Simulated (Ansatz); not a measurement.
## Geometry relaxation, with input and output: SiH6OF2 (part 1 of 2)

SiH6OF2, computed with RKS PBE0-D4/def2-TZVP (Ansatz 0.2.0).

The geometry is a transition state displaced along its imaginary mode. The reaction was set up to form Si1–F7, H6–F9 and H2–H8 and to break Si1–H2, H6–F7 and H8–F9 (atoms counted from 1 in the order of the input); sticks are drawn by distance alone. Figures and captions count atoms from 1; the log counts them from 0 in places.

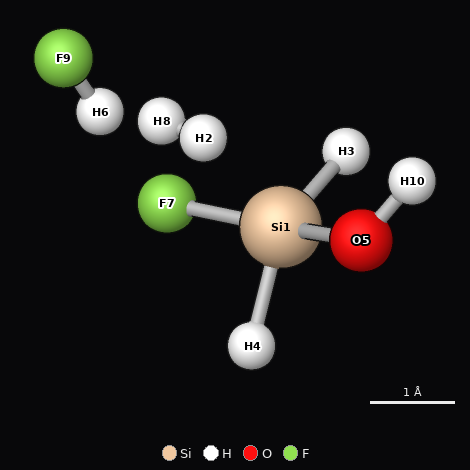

Figure 1. The input geometry (ball-and-stick view, seen at a tilt; atoms are numbered from 1 in the order of the input). Bond lengths as drawn: F–H 0.87 Å, F–Si 1.68 Å, H–H 0.61 Å, H–O 0.98 Å, H–Si 1.45 to 1.47 Å and O–Si 1.70 Å.

Input file:
```yaml
crystal:
  periodic: [false, false, false]
  atoms:
    - {symbol: Si, position_ang: [0.808174, 0.308342, 0.021022]}
    - {symbol: H, position_ang: [-1.098434, 0.327442, -0.236825]}
    - {symbol: H, position_ang: [1.360281, -0.612171, -0.955839]}
    - {symbol: H, position_ang: [1.294032, 1.069253, 1.185557]}
    - {symbol: O, position_ang: [0.571315, 1.711511, -0.901954]}
    - {symbol: H, position_ang: [-0.835854, -1.553571, 0.884573]}
    - {symbol: F, position_ang: [0.450909, -0.953318, 1.069190]}
    - {symbol: H, position_ang: [-1.316229, -0.151520, 0.073064]}
    - {symbol: F, position_ang: [-1.651967, -1.797945, 0.725709]}
    - {symbol: H, position_ang: [0.417775, 1.651976, -1.864498]}
basis:
  gaussian: {orbitals: def2-TZVP}
hamiltonian: {xc: pbe0, dispersion: d4}
relax: {f_tol: 0.005, max_steps: 200}
```

Run on 4 threads of Arm Neoverse V1, 23 GiB of memory available, shared host.

Launched with:
```bash
ansatz run in.yaml --threads 4 --pin off --events-out ev --progress --plain --max-ram 9574MiB
```

Log:
```
Functional definition: PBE0
  name "PBE0"
  cite "Adamo & Barone, J. Chem. Phys. 110, 6158 (1999) doi:10.1063/1.478522"
  cite "Perdew, Burke & Ernzerhof, Phys. Rev. Lett. 77, 3865 (1996) doi:10.1103/PhysRevLett.77.3865"
  parent pbe
  parameter a = 0.25
  parameter kappa = 0.804
  parameter beta = 0.06672455060314922
  exchange = (1 - a)*pbe_x(kappa = kappa, mu = beta*pi^2/3) + a*exact_x
  correlation = pbe_c(beta = beta)
995 factors; their error is unknown
mean field evaluation 1: about -15442.7878 eV, gradient 6.5e1 eV
mean field evaluation 2: about -15430.4057 eV, gradient 1.1e2 eV
mean field evaluation 4: about -15448.7913 eV, gradient 5.2e0 eV
mean field evaluation 8: about -15448.8818 eV, gradient 3.2e-1 eV
mean field -15448.88185850 eV, -567.7359366716 hartree, gradient 5.7e-5 eV, S^2 0.000000; 0 other end points of the search recorded, 0 dependent functions left out
the calculation of the forces begins
reference -15448.88188599 eV, -567.7359376817 hartree; 23, 23 occupied and 143, 143 virtual orbitals, 995 factors
relax step   1: F+E_penalty+E_count = -15448.99490794 eV  Δ(F+E_penalty+E_count) = +0.000e0 eV  max|allowed force component| = 6.826e0 eV/Å  Δτ_max = 0.0000 Å  (26 SCF iters, accepted)
these checks for a lower state are left out or cut short: starts, cluster_reference, orbital_swaps, neighbouring_geometries, increment
995 factors; their error is unknown
mean field evaluation 16: about -15449.6521 eV, gradient 1.1e1 eV
mean field -15449.97956232 eV, -567.7762765429 hartree, gradient 2.5e-5 eV, S^2 0.000000; 0 other end points of the search recorded, 0 dependent functions left out
[... from here on the field's lines of each further geometry are left out, up to the last ...]
relax step   2: F+E_penalty+E_count = -15450.09251218 eV  Δ(F+E_penalty+E_count) = -1.098e0 eV  max|allowed force component| = 9.173e-1 eV/Å  Δτ_max = 0.1902 Å  (30 SCF iters, accepted)
relax step   3: F+E_penalty+E_count = -15450.44174000 eV  Δ(F+E_penalty+E_count) = -3.492e-1 eV  max|allowed force component| = 9.439e-1 eV/Å  Δτ_max = 0.1998 Å  (36 SCF iters, accepted)
relax step   4: F+E_penalty+E_count = -15450.85513090 eV  Δ(F+E_penalty+E_count) = -4.134e-1 eV  max|allowed force component| = 1.300e0 eV/Å  Δτ_max = 0.1986 Å  (36 SCF iters, accepted)
relax step   5: F+E_penalty+E_count = -15451.23445046 eV  Δ(F+E_penalty+E_count) = -3.793e-1 eV  max|allowed force component| = 1.328e0 eV/Å  Δτ_max = 0.1952 Å  (35 SCF iters, accepted)
relax step   6: F+E_penalty+E_count = -15451.28295958 eV  Δ(F+E_penalty+E_count) = -4.851e-2 eV  max|allowed force component| = 2.775e0 eV/Å  Δτ_max = 0.1950 Å  (30 SCF iters, accepted)
relax step   7: F+E_penalty+E_count = -15451.42743542 eV  Δ(F+E_penalty+E_count) = -1.445e-1 eV  max|allowed force component| = 1.708e0 eV/Å  Δτ_max = 0.1998 Å  (30 SCF iters, accepted)
relax step   8: F+E_penalty+E_count = -15451.51855299 eV  Δ(F+E_penalty+E_count) = -9.112e-2 eV  max|allowed force component| = 7.705e-1 eV/Å  Δτ_max = 0.1943 Å  (31 SCF iters, accepted)
relax step   9: F+E_penalty+E_count = -15451.56439857 eV  Δ(F+E_penalty+E_count) = -4.585e-2 eV  max|allowed force component| = 3.334e-1 eV/Å  Δτ_max = 0.2000 Å  (29 SCF iters, accepted)
relax step  10: F+E_penalty+E_count = -15451.57770196 eV  Δ(F+E_penalty+E_count) = -1.330e-2 eV  max|allowed force component| = 2.335e-1 eV/Å  Δτ_max = 0.1726 Å  (29 SCF iters, accepted)
relax step  11: F+E_penalty+E_count = -15451.57768610 eV  Δ(F+E_penalty+E_count) = +1.586e-5 eV  max|allowed force component| = 7.856e-1 eV/Å  Δτ_max = 0.1889 Å  (27 SCF iters, rejected (line search))
relax step  12: F+E_penalty+E_count = -15451.58688583 eV  Δ(F+E_penalty+E_count) = -9.184e-3 eV  max|allowed force component| = 1.174e-1 eV/Å  Δτ_max = 0.0944 Å  (30 SCF iters, accepted)
relax step  13: F+E_penalty+E_count = -15451.59285082 eV  Δ(F+E_penalty+E_count) = -5.965e-3 eV  max|allowed force component| = 1.719e-1 eV/Å  Δτ_max = 0.0962 Å  (30 SCF iters, accepted)
relax step  14: F+E_penalty+E_count = -15451.60089192 eV  Δ(F+E_penalty+E_count) = -8.041e-3 eV  max|allowed force component| = 2.534e-1 eV/Å  Δτ_max = 0.1463 Å  (30 SCF iters, accepted)
relax step  15: F+E_penalty+E_count = -15451.60626363 eV  Δ(F+E_penalty+E_count) = -5.372e-3 eV  max|allowed force component| = 5.464e-1 eV/Å  Δτ_max = 0.1977 Å  (29 SCF iters, accepted)
relax step  16: F+E_penalty+E_count = -15451.62042737 eV  Δ(F+E_penalty+E_count) = -1.416e-2 eV  max|allowed force component| = 2.368e-1 eV/Å  Δτ_max = 0.1094 Å  (29 SCF iters, accepted)
relax step  17: F+E_penalty+E_count = -15451.63072629 eV  Δ(F+E_penalty+E_count) = -1.030e-2 eV  max|allowed force component| = 2.352e-1 eV/Å  Δτ_max = 0.1937 Å  (29 SCF iters, accepted)
relax step  18: F+E_penalty+E_count = -15451.62564379 eV  Δ(F+E_penalty+E_count) = +5.083e-3 eV  max|allowed force component| = 7.391e-1 eV/Å  Δτ_max = 0.1987 Å  (29 SCF iters, rejected (line search))
relax step  19: F+E_penalty+E_count = -15451.63446733 eV  Δ(F+E_penalty+E_count) = -3.741e-3 eV  max|allowed force component| = 6.598e-2 eV/Å  Δτ_max = 0.0983 Å  (30 SCF iters, accepted)
relax step  20: F+E_penalty+E_count = -15451.63965224 eV  Δ(F+E_penalty+E_count) = -5.185e-3 eV  max|allowed force component| = 8.020e-2 eV/Å  Δτ_max = 0.0872 Å  (30 SCF iters, accepted)
relax step  21: F+E_penalty+E_count = -15451.63974084 eV  Δ(F+E_penalty+E_count) = -8.860e-5 eV  max|allowed force component| = 2.274e-1 eV/Å  Δτ_max = 0.1467 Å  (29 SCF iters, accepted)
relax step  22: F+E_penalty+E_count = -15451.64221980 eV  Δ(F+E_penalty+E_count) = -2.479e-3 eV  max|allowed force component| = 4.458e-2 eV/Å  Δτ_max = 0.0476 Å  (29 SCF iters, accepted)
relax step  23: F+E_penalty+E_count = -15451.64259783 eV  Δ(F+E_penalty+E_count) = -3.780e-4 eV  max|allowed force component| = 2.034e-2 eV/Å  Δτ_max = 0.0197 Å  (31 SCF iters, accepted)
relax step  24: F+E_penalty+E_count = -15451.64299880 eV  Δ(F+E_penalty+E_count) = -4.010e-4 eV  max|allowed force component| = 2.548e-2 eV/Å  Δτ_max = 0.0463 Å  (30 SCF iters, accepted)
relax step  25: F+E_penalty+E_count = -15451.64315662 eV  Δ(F+E_penalty+E_count) = -1.578e-4 eV  max|allowed force component| = 8.187e-2 eV/Å  Δτ_max = 0.0622 Å  (30 SCF iters, accepted)
relax step  26: F+E_penalty+E_count = -15451.64329311 eV  Δ(F+E_penalty+E_count) = -1.365e-4 eV  max|allowed force component| = 2.541e-2 eV/Å  Δτ_max = 0.0107 Å  (32 SCF iters, accepted)
relax step  27: F+E_penalty+E_count = -15451.64335834 eV  Δ(F+E_penalty+E_count) = -6.523e-5 eV  max|allowed force component| = 4.004e-3 eV/Å  Δτ_max = 0.0098 Å  (32 SCF iters, accepted)
relax step  28: F+E_penalty+E_count = -15451.64340263 eV  Δ(F+E_penalty+E_count) = -4.429e-5 eV  max|allowed force component| = 1.267e-2 eV/Å  Δτ_max = 0.0193 Å  (31 SCF iters, accepted)
relax step  29: F+E_penalty+E_count = -15451.64342258 eV  Δ(F+E_penalty+E_count) = -1.994e-5 eV  max|allowed force component| = 8.116e-3 eV/Å  Δτ_max = 0.0156 Å  (31 SCF iters, accepted)
the calculation of the forces begins
reference -15451.53489240 eV, -567.8334338694 hartree; 23, 23 occupied and 143, 143 virtual orbitals, 995 factors
relax step  30: F+E_penalty+E_count = -15451.64342999 eV  Δ(F+E_penalty+E_count) = -7.410e-6 eV  max|allowed force component| = 4.247e-3 eV/Å  Δτ_max = 0.0051 Å  (32 SCF iters, accepted)
995 factors; their error is unknown
mean field evaluation 224: about -15445.6684 eV, gradient 6.4e1 eV
```

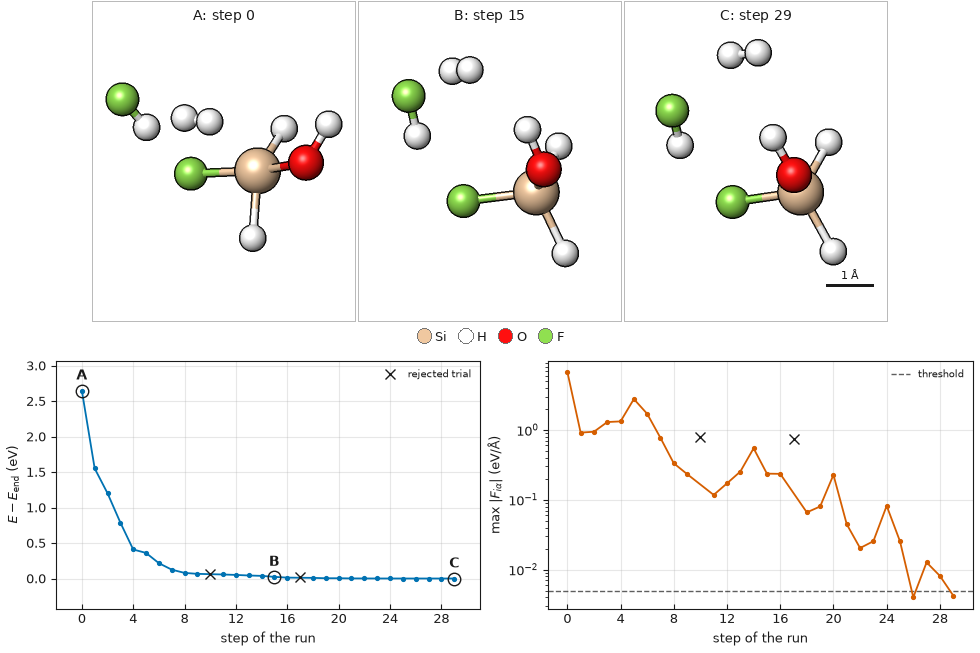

Figure 2. Frames of the relaxation (ball-and-stick view, seen at a tilt) above the curves, on which the letters mark them (the first geometry is step 0 here and step 1 in the log).

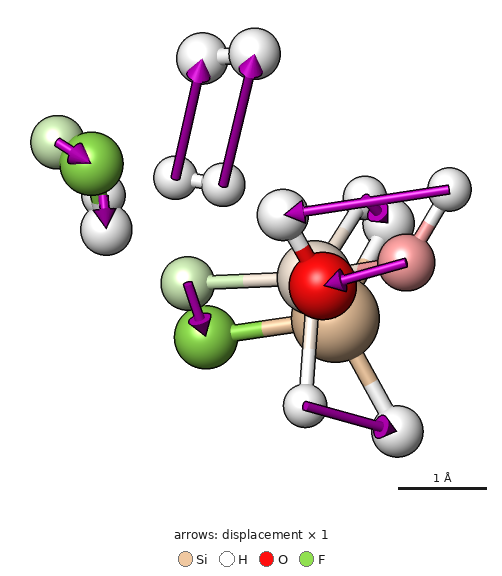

Figure 3. Start (faint) and end (solid) with the displacements as pink arrows, at true length (ball-and-stick view, seen at a tilt). The two geometries are laid on each other by the best rigid fit. The energy falls by 2.649 eV in 29 geometry steps. The largest force component goes from 6.8 to 0.0042 eV/Å. The line search rejected the trial steps at points 10, 17 (counted from 0) and went back. The largest move after the best rigid fit is that of H10, 1.93 Å. By element the largest moves are H 1.93 Å, O 1.02 Å, Si 0.73 Å, F 0.71 Å. Distances before and after: H2–H8 0.611 → 0.749 Å, Si1–O5 1.696 → 1.619 Å, H6–F9 0.867 → 0.931 Å, Si1–F7 1.679 → 1.622 Å. Among the angles that change: O5–Si1–F7 158.7° → 109.5°, H3–Si1–H4 137.2° → 114.1°, H4–Si1–F7 88.0° → 107.2°. (Atoms are counted from 1 in the order of the input.)

```
mean field -15451.53486152 eV, -567.8334327343 hartree, gradient 7.2e-5 eV, S^2 0.000000; 1 other end points of the search recorded, 0 dependent functions left out
the calculation of the forces begins
reference -15451.53489240 eV, -567.8334338694 hartree; 23, 23 occupied and 143, 143 virtual orbitals, 995 factors
Total energy: -15451.64346087 eV, -567.8374236870 hartree
Atom 0 at     1.499659     0.232372     0.194113 Å, force    -0.002903     0.004247    -0.001914 eV/Å
Atom 1 at    -2.367309     0.728802    -1.557703 Å, force    -0.000035    -0.001493     0.000665 eV/Å
Atom 2 at     1.838181    -0.577830    -0.995728 Å, force    -0.000059    -0.000426    -0.000494 eV/Å
Atom 3 at     2.615071     1.047847     0.703837 Å, force    -0.001027    -0.001541    -0.000490 eV/Å
Atom 4 at     0.236447     1.219271    -0.036114 Å, force     0.000815    -0.003884     0.003200 eV/Å
Atom 5 at    -0.574788    -1.389469     1.143299 Å, force     0.000533     0.000197     0.000070 eV/Å
Atom 6 at     1.135604    -0.853247     1.342328 Å, force     0.000319     0.000511     0.001618 eV/Å
Atom 7 at    -2.410091     0.127692    -1.113688 Å, force     0.000109     0.001760    -0.000641 eV/Å
Atom 8 at    -1.378442    -1.388185     0.673986 Å, force     0.000009    -0.000162    -0.000337 eV/Å
Atom 9 at    -0.594330     0.852745    -0.354332 Å, force     0.002239     0.000792    -0.001676 eV/Å
Dipole moment:     0.245080     0.043722    -0.139286 e Å
```

Trajectory as extended XYZ (Å, eV, eV/Å), 22 of the 30 frames kept, from step=1 to step=30:
```
10
Properties=species:S:1:pos:R:3:forces:R:3 step=1 energy=-15448.99491
Si    0.8082    0.3083    0.0210    1.0837   1.4293   0.2917
H    -1.0984    0.3274   -0.2368    2.4820   6.8256  -4.3827
H     1.3603   -0.6122   -0.9558    0.3172  -0.1872  -0.4469
H     1.2940    1.0693    1.1856    0.3023   0.1143  -0.1543
O     0.5713    1.7115   -0.9020   -0.4648  -0.9546  -0.2817
H    -0.8359   -1.5536    0.8846    4.6491   0.7806   1.2769
F     0.4509   -0.9533    1.0692    0.2519   0.2524  -0.0516
H    -1.3162   -0.1515    0.0731   -3.0244  -6.1308   3.9040
F    -1.6520   -1.7979    0.7257   -5.6711  -2.0039  -0.9806
H     0.4178    1.6520   -1.8645    0.0740  -0.1256   0.8252
10
Properties=species:S:1:pos:R:3:forces:R:3 step=2 energy=-15450.09251
Si    0.8747    0.3332    0.0658    0.8397   0.5054  -0.3187
H    -1.1452    0.4966   -0.3102   -0.0137   0.9173  -0.4521
H     1.4385   -0.5662   -0.9531    0.3080  -0.0133  -0.0528
H     1.4331    1.1112    1.1866    0.1695  -0.0776  -0.0945
O     0.5140    1.6767   -0.8864   -0.1323  -0.5194   0.3225
H    -0.8462   -1.6445    0.9249    0.4075  -0.1756   0.2701
F     0.4725   -0.9636    1.0663   -0.1924   0.7131  -0.2742
H    -1.4049   -0.1076    0.0049   -0.5119  -0.8158   0.3824
F    -1.7210   -1.9045    0.7386   -0.8538  -0.3841  -0.1327
H     0.3846    1.5688   -1.8374   -0.0206  -0.1500   0.3500
10
Properties=species:S:1:pos:R:3:forces:R:3 step=4 energy=-15450.85513
Si    1.1096    0.3881    0.0740    0.2236  -0.4962   0.2669
H    -1.4045    0.6012   -0.3716   -0.5523  -0.9464   0.2141
H     1.7485   -0.5217   -0.8953    0.1886  -0.0035   0.0580
H     1.8110    1.1001    1.1425    0.2535  -0.0113   0.0218
O     0.5611    1.6629   -0.8275   -0.6082  -0.8103  -0.2158
H    -0.9506   -1.7007    0.9811   -1.0263  -0.4683  -0.2721
F     0.3767   -0.7990    1.0292    0.2210   1.2999  -0.8196
H    -1.6224   -0.1226   -0.1837    0.0496   0.9888  -0.3300
F    -1.8037   -2.0687    0.7542    0.8880   0.2662   0.2927
H     0.1744    1.4604   -1.7029    0.3626   0.1811   0.7840
10
Properties=species:S:1:pos:R:3:forces:R:3 step=5 energy=-15451.23445
Si    1.2564    0.4023    0.0698   -0.6985  -0.6761   0.7803
H    -1.5911    0.6224   -0.4248   -0.2745  -0.2812   0.0563
H     1.9174   -0.5238   -0.8876    0.0726   0.1646   0.2035
H     2.0034    1.1028    1.1406    0.0907  -0.1791  -0.2679
O     0.5248    1.6155   -0.7637   -0.0571  -0.6583  -0.0635
H    -0.9902   -1.7071    0.9782   -0.7330  -0.3633  -0.2084
F     0.3352   -0.6864    0.9900    0.8541   1.3275  -1.0358
H    -1.7861   -0.0850   -0.2531   -0.1259   0.2988  -0.1432
F    -1.8055   -2.1451    0.7771    0.6758   0.2633   0.2063
H     0.1356    1.4044   -1.6265    0.1958   0.1037   0.4723
10
Properties=species:S:1:pos:R:3:forces:R:3 step=7 energy=-15451.42743
Si    1.3904    0.3955    0.1144   -1.7082  -0.9776   0.4460
H    -1.8840    0.6632   -0.5929   -0.1565  -0.1308   0.0451
H     2.0385   -0.5037   -0.8149    0.2578  -0.4230  -0.3718
H     2.2633    1.0249    1.0466    0.5503   0.4733   0.6682
O     0.5426    1.5496   -0.6533   -0.3177  -0.2330  -0.5024
H    -0.9446   -1.6311    0.9535   -0.3634  -0.2611  -0.0774
F     0.3854   -0.5987    1.0265    1.0037   1.0199  -0.8218
H    -2.1068   -0.0354   -0.4338   -0.0069   0.1192  -0.0644
F    -1.7010   -2.1620    0.7868    0.3224   0.2122   0.0630
H     0.0161    1.2979   -1.4329    0.4184   0.2011   0.6154
```
